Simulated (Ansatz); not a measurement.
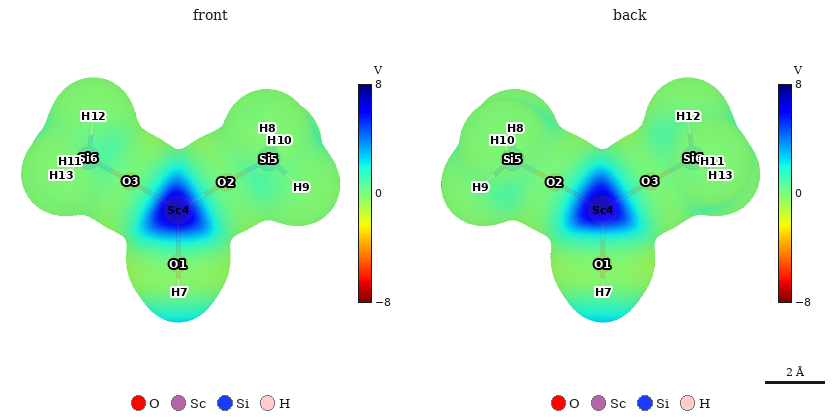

The picture shows: H7O3ScSi2 (SMILES [OH][Sc]([O][SiH3])[O][SiH3]). The electrostatic potential painted on the density surface at 0.002 e/bohr³, seen from the front and from behind; the colour scale runs from red (negative) to blue (positive).

Geometry: PBE0-D4/def2-SVP.

Method: isolated molecule in a Gaussian basis; Kohn-Sham density functional theory, functional PBE0 (Ansatz).

The calculation's input:

```
basis:
  gaussian:
    orbitals: def2-SVPD
crystal:
  periodic: [false, false, false]
  atoms:
    - {symbol: O, position_ang: [-0.235464, 2.543354, -1.206385]}
    - {symbol: O, position_ang: [-1.504877, -0.355796, -0.525253]}
    - {symbol: O, position_ang: [1.491379, 0.406757, 0.503690]}
    - {symbol: Sc, position_ang: [-0.085566, 0.885497, -0.418899]}
    - {symbol: Si, position_ang: [-2.761516, -1.417013, -0.639277]}
    - {symbol: Si, position_ang: [2.891816, 0.042338, 1.293811]}
    - {symbol: H, position_ang: [-0.330524, 3.400121, -1.622237]}
    - {symbol: H, position_ang: [-3.023925, -2.076917, 0.678566]}
    - {symbol: H, position_ang: [-4.017019, -0.720582, -1.064788]}
    - {symbol: H, position_ang: [-2.461116, -2.485291, -1.644415]}
    - {symbol: H, position_ang: [4.029633, -0.074121, 0.327310]}
    - {symbol: H, position_ang: [2.773230, -1.256155, 2.029017]}
    - {symbol: H, position_ang: [3.233931, 1.107808, 2.288861]}
hamiltonian:
  xc: {name: PBE0}
output:
  forces: true
  orbitals: {seedname: orbitals}
```

Run with:

```sh
ansatz run input.yaml --threads 2 --pin off --max-ram 6090MiB --events-out events.jsonl --progress --plain --runs-dir runs
```

Question: Which sites attract a positive test charge, and which a negative one?

Answer: A positive charge is drawn to the negative regions and a negative charge to the positive ones. The most negative region (about −0.6 V) lies over O1, the most positive (about +7.0 V) over Sc4.

Question: What dipole moment does the calculation give?

Answer: Its dipole moment is 1.73 D.
